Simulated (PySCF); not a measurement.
## Electronic structure of C5H8O (isopropenyl methyl ketone) in real space

```
atom    x (Å)    y (Å)    z (Å)
   C  -1.6334  -1.1789  -0.1063
   C  -0.6277  -0.3060  -0.0906
   C  -0.7914   1.1142  -0.5353
   C   0.7033  -0.7757   0.3916
   C   1.8121   0.2464   0.4283
   O   0.8865  -1.9206   0.7402
   H  -2.6228  -0.9139  -0.4387
   H  -1.4771  -2.1930   0.2216
   H  -0.5552   1.8032   0.2735
   H  -1.8162   1.2923  -0.8509
   H  -0.1300   1.3371  -1.3710
   H   2.7229  -0.2244   0.7897
   H   1.9854   0.6530  -0.5652
   H   1.5428   1.0659   1.0909
```

Geometry: GFN2-xTB.

The calculation used PBE0/pcSseg-1, SCF density, gas phase, non-relativistic in PySCF 2.14.0.

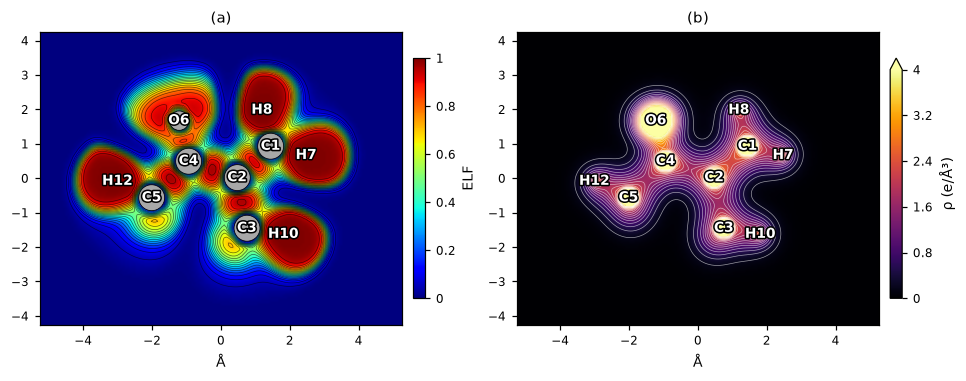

Figure 1. (a) electron localisation function; (b) total electron density on the plane of atoms C4, C5 and H12. Grey discs cover the atomic cores in the ELF map.

Question: Read the bonding off the picture.

Answer:
- Atoms in the plane: C, O and H.
- C–O (1.21 Å): ρ at the midpoint is about 3.3 e/Å³; the ELF peaks at about 0.85 between the atoms (a multiple bond).
- C–C (1.33 Å): ρ at the midpoint is about 2.3 e/Å³; the ELF peaks at about 0.95 between the atoms: a multiple bond.
- C–H (1.08 Å): ρ is about 2 e/Å³ halfway; the ELF climbs to about 1 towards the hydrogen, as it does in any bond to H (an ordinary covalent bond to hydrogen).
- C–C (1.49 Å): ρ is about 1.8 e/Å³ halfway; the ELF peaks at about 0.95 between the atoms: localised, covalent bonding.
- The ELF also peaks beside O6, away from the bonds: lone-pair regions.

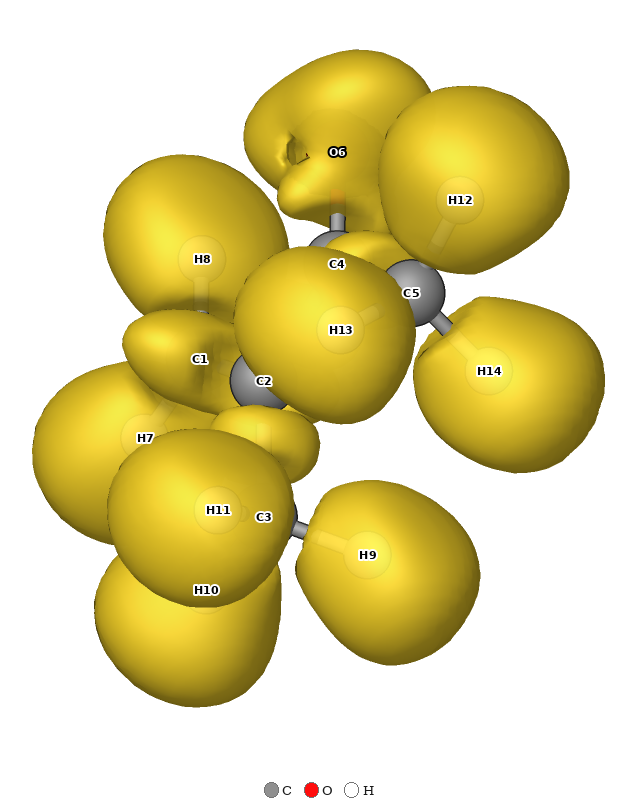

Figure 2. Isosurface of the ELF at 0.75 (yellow), seen at an oblique angle. Only the valence region is drawn (cores and ρ < 0.01 e/Å³ removed).

Question: What do the ELF domains correspond to?

Answer: The surface consists of four regions between bonded C–C atoms (shared pairs), eight regions around hydrogen nuclei and one region on O in which the atom's valence shell and bonds are merged.

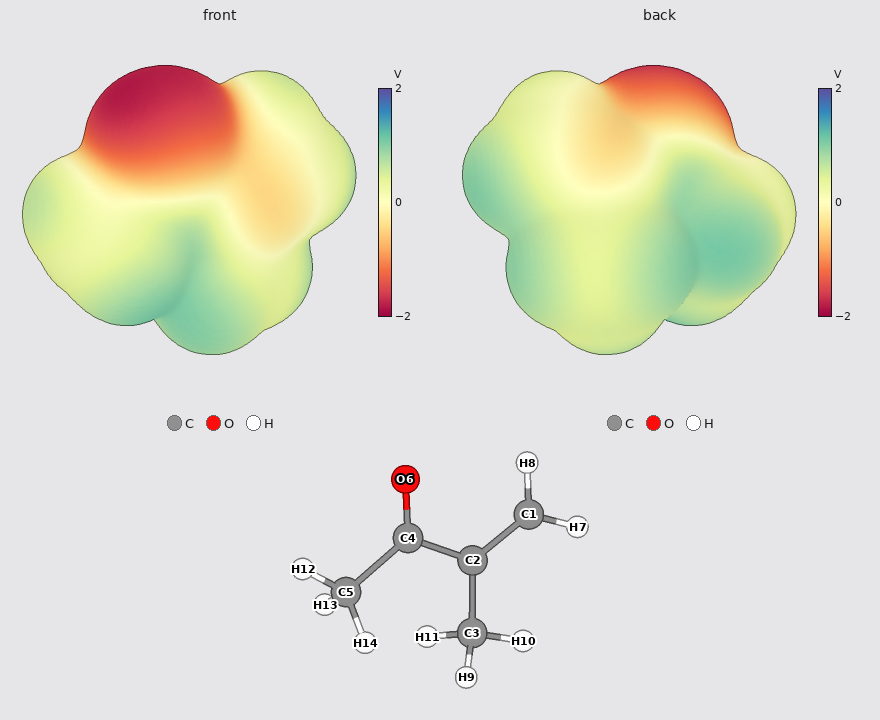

Figure 3. The molecular electrostatic potential painted on the density surface at 0.002 e/bohr³, seen from the front and from behind; the colour scale runs from red (negative) to blue (positive). The bare structure is drawn below in the same view.

Question: Where is the surface potential most negative and most positive?

Answer: The most negative region (about −1.8 V) lies over O6, the most positive (about +1.1 V) over H9, H11, H13 and H14. O6 is the likeliest acceptor of a hydrogen bond.

Question: How polar is the molecule by this calculation?

Answer: Its dipole moment is 3.07 D.

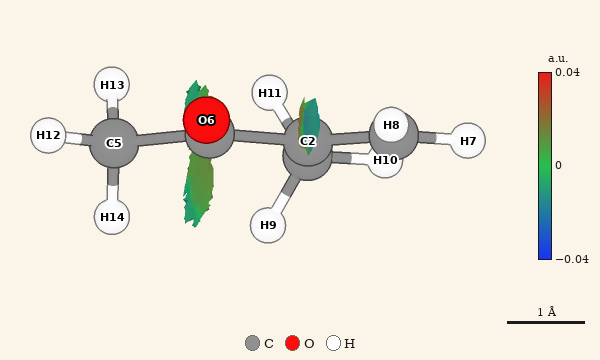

Figure 4. Non-covalent interaction (NCI) plot: the surface where the reduced density gradient is 0.5, for densities under 0.05 a.u., coloured by sign(λ₂)ρ; seen from one side.

Question: Identify the weak interactions.

Answer: Between H8 and C1 on one side and O6 and C4 on the other: a weak contact, attractive (blue-green) on one side and crowded (olive to red) on the other; between C3 and H11 on one side and C5 and H13 on the other: a weak contact, attractive (blue-green) on one side and crowded (olive to red) on the other.
